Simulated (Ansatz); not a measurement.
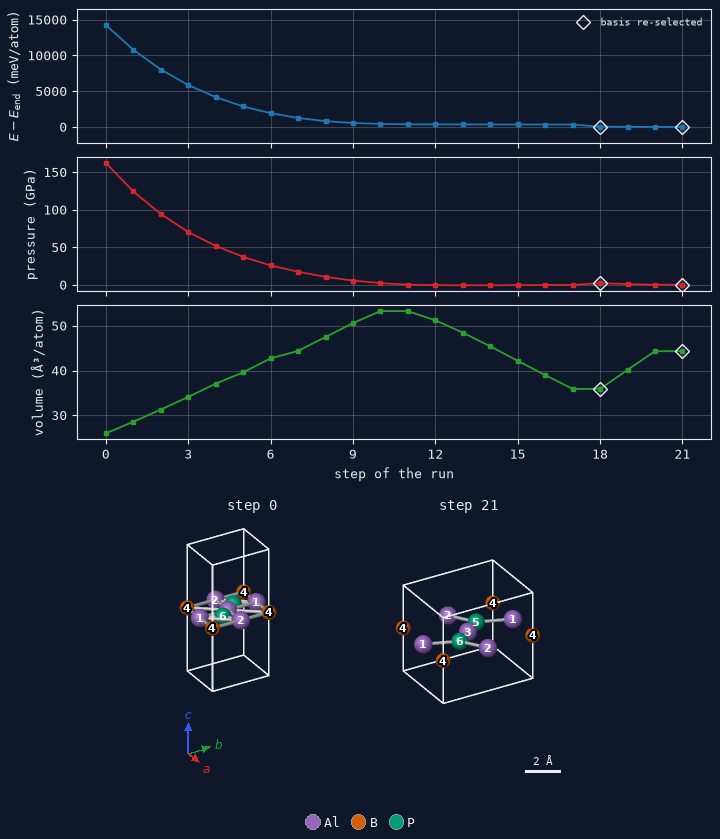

First and last geometry of a relaxation of crystalline Al$_{3}$BP$_{2}$ (a generated structure, set up in P6/mmm) (coarse preliminary run), with the history of the run. A ball-and-stick model of the cell of the calculation, seen slightly off an axis.

Theory: DFT PBE, scalar-relativistic, plane waves, PAW in Ansatz 0.2.0. Set-up: plane-wave cutoff 420 eV; k-point mesh 6 × 6 × 2; occupations gaussian; smearing width 0.1 eV; no spin polarisation; cell and atoms relaxed; force threshold 0.04 eV/Å; at most 70 steps.

> Did the run converge, and what did it change?

It converged. The energy falls by 14256 meV per atom in 19 accepted moves (21 points after the start). All forces vanish by symmetry, so only the cell relaxes. The pressure goes from 162.25 to 0.35 GPa. At 2 points the geometry stayed and the basis and grid were re-selected for the new cell (energy shift of 299 meV per atom at most each time). The atoms keep their places relative to the cell (all moves are under 0.005 Å). The volume changes by +70.7 %, with a = b 4.864 → 7.713 Å (+58.6 %), c 7.601 → 5.161 Å (−32.1 %). Near-neighbour distances that change, for instance: P5–P6 2.808 → 4.453 Å, Al1–Al2 2.432 → 3.857 Å, Al1–B4 2.432 → 3.857 Å, Al1–P5 1.404 → 2.227 Å. Bonds break: Al1–Al2 (2.43 → 3.86 Å), Al1–Al3 (2.43 → 3.86 Å), Al1–B4 (2.43 → 3.86 Å), Al2–Al3 (2.43 → 3.86 Å). The space group stays P6/mmm (No. 191).

Limits of the set-up: the k-point mesh is coarse for a cell with partly filled bands.
